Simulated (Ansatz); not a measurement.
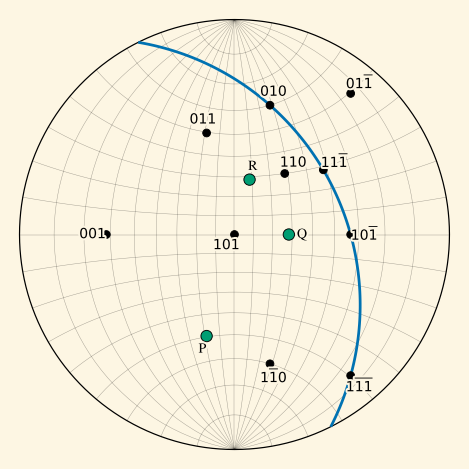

Crystal: Zr, the end point of a relaxation with DFT PBEsol, scalar-relativistic, plane waves, PAW in Ansatz 0.2.0. Stereographic projection of plane normals (upper hemisphere) centred on (1 0 1). Geometry calculated from the standardised cell; symmetry tolerance 0.002 Å.

a = 3.187 Å, b = 3.187 Å, c = 5.107 Å, α = 90.00°, β = 90.00°, γ = 120.00°.

> Index the poles marked P, Q, R.

P is (1 −1 1), in four indices (1 −1 0 1), 52.2° from the centre; Q is (1 0 0), in four indices (1 0 −1 0), 28.4° from the centre; R is (1 1 1), in four indices (1 1 −2 1), 29.7° from the centre.

> Which zone does the coloured great circle trace?

The zone [1 0 1]: its poles satisfy h + l = 0.

> What is the angle between the normals of (1 1 1) and (1 1 −1), and what are their d_hkl = 1/|g|?

34.7°; d = 1.521 Å and 1.521 Å.
